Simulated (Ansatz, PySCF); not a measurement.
Torsion F1–Ge2–S3–H4 in FGeHS (SMILES [F][Ge][SH]); at each angle all else is relaxed with GFN2-xTB, and the levels are single points there.
Geometry at 180° (charge 0, multiplicity 1):
```xyz
4

F      1.67394    -0.63343     0.17244
Ge     0.92923     0.94383    -0.30664
S     -1.16344     0.43550     0.34411
H     -1.65469     1.61576    -0.02843
```
Energies count from the point at 180°.

Correlated levels freeze the cores. Filled d and f shells under p-block atoms count as core. Rows in 6-31G* carry no dispersion term and start afresh at each structure (6-31G* with six Cartesian d functions); the Pople sets are all-electron and without relativity. MP2/6-31G* freezes PySCF's default core, which leaves 3d correlated.

Run with Ansatz (a program for electronic structure) with Gaussian orbitals; PySCF for 6-31G* rows. Values without a source in brackets are computed.

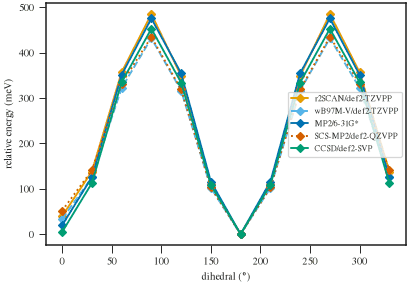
Relative energy along the coordinate
